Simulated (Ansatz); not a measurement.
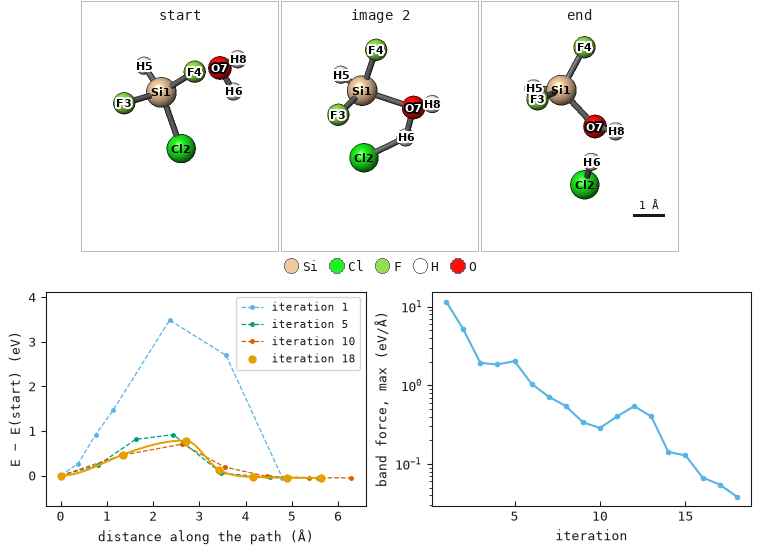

A search for the minimum-energy path of SiH3OClF2, made up of SiHClF$_{2}$ and H2O by the nudged elastic band. Images are numbered from 0 (start) to 6 (end). The plot follows the band through its iterations. A ball-and-stick model, seen at a tilt.

Theory: Ansatz, UKS B3LYP-D4/cc-pVDZ. Set-up: 5 movable images; climbing image; force threshold 0.05 eV/Å; iteration limit 60; starting path through a guess of the saddle point.

Q: How did the profile develop, and is the result final?

A: The result is final at these settings. The band converged in 18 iterations. The largest component of the band force went from 12 to 0.039 eV/Å. The climbing image converged on the top of the path. Its vibrational analysis gives one imaginary mode (467i cm⁻¹), as a transition state must have. The first iteration put the highest image at 3.49 eV. The energy climbs by 0.79 eV to image 2 and then falls by 0.84 eV, so the end point sits at −0.05 eV.

Limits of the set-up: the start holds two separate molecules, 2.3 Å apart at their closest, whose relative position is a soft coordinate.

The run took 4.6 min on 2 threads of Arm Neoverse V2, with other jobs on the host, peak memory 0.29 GiB.
